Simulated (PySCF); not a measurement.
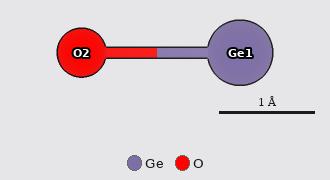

**Figure 1.** The structure (ball-and-stick view, seen on its broad side; atoms are numbered from 1 in the order of the input). Sticks mark near contacts.

**Mending a single-point calculation on GeO**

System: GeO.
Method of run A: RKS-b3lyp5/minao (PySCF 2.14.0).

Some settings of this run were made unusual or wrong on purpose. Text and figures count atoms from 1; the logs count them from 0 in places.

## Input file, run A
```python
from pyscf import gto, dft

mol = gto.M(
    atom='Ge 0 0 0; O 0 0 1.672',
    basis='minao',
    charge=0,
    spin=0,
    symmetry=True,
    verbose=4,
)
mf = dft.RKS(mol, xc='b3lyp5')
mf.conv_tol = 0.001
mf.kernel()
mf.dip_moment()
print('orbital energies (hartree):', mf.mo_energy[..., max(0, mol.nelec[1]-3):mol.nelec[0]+3].round(4))
```

Launched with:
```bash
OMP_NUM_THREADS=1 python input.py
```

Hardware: 1 CPU thread, shared host.

## Output, shortened to warnings, some set-up lines, iterations and results (run A)
```
[...]
cycle= 1 E= -2151.76433698055  delta_E= -0.222  |g|= 0.708  |ddm|= 1.87
cycle= 2 E= -2148.31849984528  delta_E= 3.45  |g|= 2.24  |ddm|= 4.45
cycle= 3 E= -2152.05867243241  delta_E= -3.74  |g|= 0.262  |ddm|= 3.88
cycle= 4 E= -2152.05316457342  delta_E= 0.00551  |g|= 0.29  |ddm|= 0.0595
cycle= 5 E= -2152.0226495714  delta_E= 0.0305  |g|= 0.391  |ddm|= 0.155
cycle= 6 E= -2152.06312848129  delta_E= -0.0405  |g|= 0.267  |ddm|= 0.801
cycle= 7 E= -2152.08560976558  delta_E= -0.0225  |g|= 0.0487  |ddm|= 0.234
cycle= 8 E= -2152.08642572344  delta_E= -0.000816  |g|= 0.00213  |ddm|= 0.0531
HOMO (A1) = -0.294163476547177  LUMO (E1y) = -0.091477822152569  gap/eV = 5.51536
Extra cycle  E= -2152.08639990055  delta_E= 2.58e-05  |g|= 0.00882  |ddm|= 0.0126
converged SCF energy = -2152.08639990055
Dipole moment(X, Y, Z, Debye):  0.00000,  0.00000, -2.22691
orbital energies (hartree): [-0.3203 -0.3203 -0.2942 -0.0915 -0.0915  0.0941]
```

Diagnose this run and give a change of the input that cures it.

Answer. Some settings of this run were drawn to be unusual or wrong. It converged; results that depend on the unusual settings are not reference values.

A run of the same system that converges differs from this input as follows (lines with − go, lines with + come):
```diff
-mf.conv_tol = 0.001
```

## Output, shortened to warnings, some set-up lines, iterations and results (run B)
```
[...]
cycle= 1 E= -2151.76433698055  delta_E= -0.222  |g|= 0.708  |ddm|= 1.87
cycle= 2 E= -2148.31849984528  delta_E= 3.45  |g|= 2.24  |ddm|= 4.45
cycle= 3 E= -2152.05867243241  delta_E= -3.74  |g|= 0.262  |ddm|= 3.88
cycle= 4 E= -2152.05316457342  delta_E= 0.00551  |g|= 0.29  |ddm|= 0.0595
cycle= 5 E= -2152.0226495714  delta_E= 0.0305  |g|= 0.391  |ddm|= 0.155
cycle= 6 E= -2152.06312848129  delta_E= -0.0405  |g|= 0.267  |ddm|= 0.801
cycle= 7 E= -2152.08560976558  delta_E= -0.0225  |g|= 0.0487  |ddm|= 0.234
cycle= 8 E= -2152.08642572344  delta_E= -0.000816  |g|= 0.00213  |ddm|= 0.0531
cycle= 9 E= -2152.08642729702  delta_E= -1.57e-06  |g|= 0.000108  |ddm|= 0.00235
cycle= 10 E= -2152.08642730107  delta_E= -4.05e-09  |g|= 7.64e-07  |ddm|= 0.000124
cycle= 11 E= -2152.08642730107  delta_E= 9.09e-13  |g|= 9.45e-08  |ddm|= 7.69e-07
HOMO (A1) = -0.293566088561363  LUMO (E1y) = -0.0912533287486007  gap/eV = 5.50521
Extra cycle  E= -2152.08642730107  delta_E= 1.36e-12  |g|= 3.93e-07  |ddm|= 5.6e-07
converged SCF energy = -2152.08642730107
Dipole moment(X, Y, Z, Debye):  0.00000,  0.00000, -2.15103
orbital energies (hartree): [-0.3195 -0.3195 -0.2936 -0.0913 -0.0913  0.0944]
```

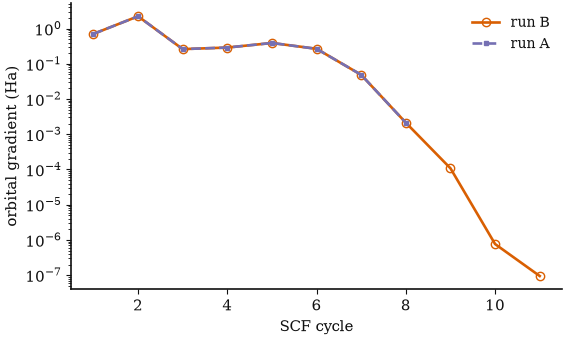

**Figure 2.** Convergence of the two runs: orbital gradient against the SCF cycle. Run B takes 11 cycles in all, and run A takes 8.

## The two runs side by side

```tsv
quantity	run A	run B
outcome	converged	converged
SCF energy (hartree)	−2152.086400	−2152.086427
dipole moment (D)	2.23	2.15
SCF iterations	8	11
wall time (shared host)	1.4 s	1.6 s
```

Run B ends 0.02 kcal/mol lower: the change has altered the solution reached or how tightly it is converged. The dipole moment goes from 2.23 to 2.15 D. The SCF takes 11 iterations against 8.
